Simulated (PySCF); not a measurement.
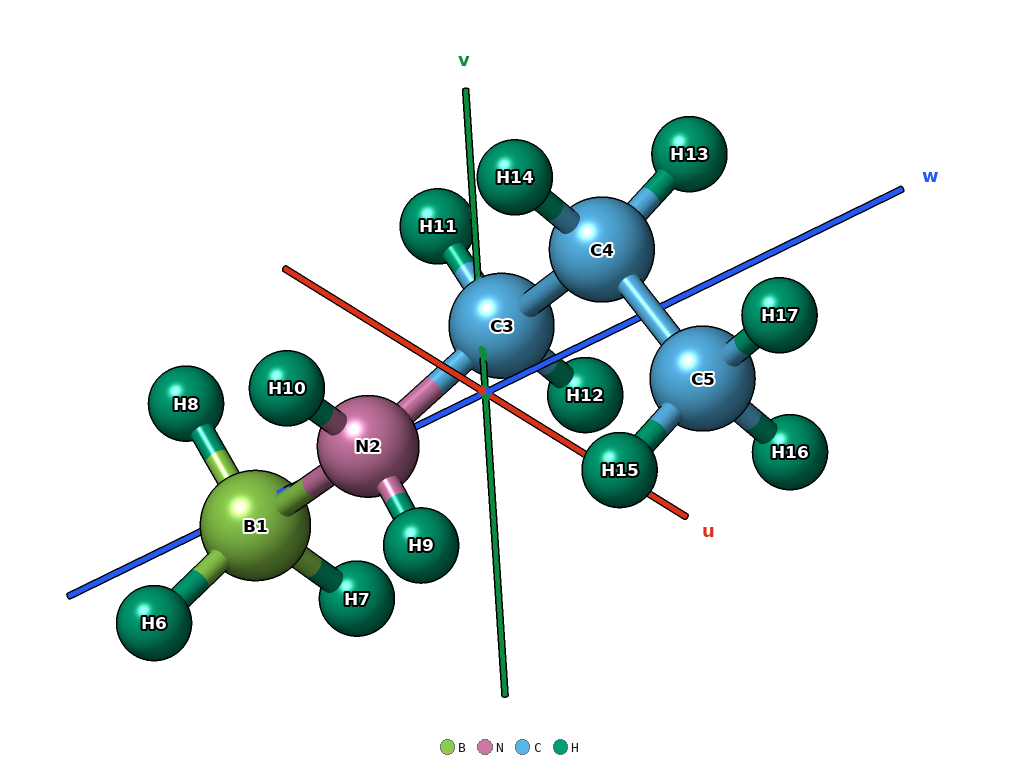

The lines u, v and w are the principal axes of the static dipole polarisability. The geometry was computed by an optimisation with PBE0-D3(BJ)/def2-SVP. No frequency run is at hand to confirm it as a minimum. Level of theory: PBE0/def2-SVPD (PySCF 2.14.0).

Along which axis is the molecule most polarisable, and along which least?

Answer. Most along w (close to the long direction B1···C5), least along u.

Give the three principal values.

Answer. u 61.2, v 64.1, w 76.2 bohr³; mean 67.1, anisotropy 13.8 bohr³.
